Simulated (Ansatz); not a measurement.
The starting structures come from a database of crystals and need not be the phases stable at ambient conditions.

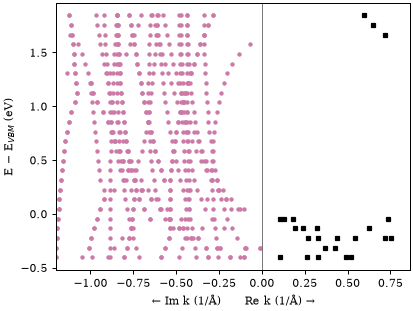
Figure: Complex bands at the centre of the two-dimensional zone; r2SCAN run with Ansatz (a quantum-chemistry and plane-wave program)

The gap is the functional's own, uncorrected, and κ follows it; spin-orbit coupling is left out. Mid-gap values are interpolated between the computed energies.

Problem. This is Cs₂PtBr₆ (Fm-3m, not sure to be the ambient phase, 9 atoms a cell, 35.1 Å³ an atom) along the normal of (110). Read off the slowest decay at the centre of the two-dimensional zone at 0.77 eV, the computed energy nearest the middle of the gap.

Solution. κ ≈ 0.28 1/Å, a decay length 1/(2κ) of the density of 1.8 Å.
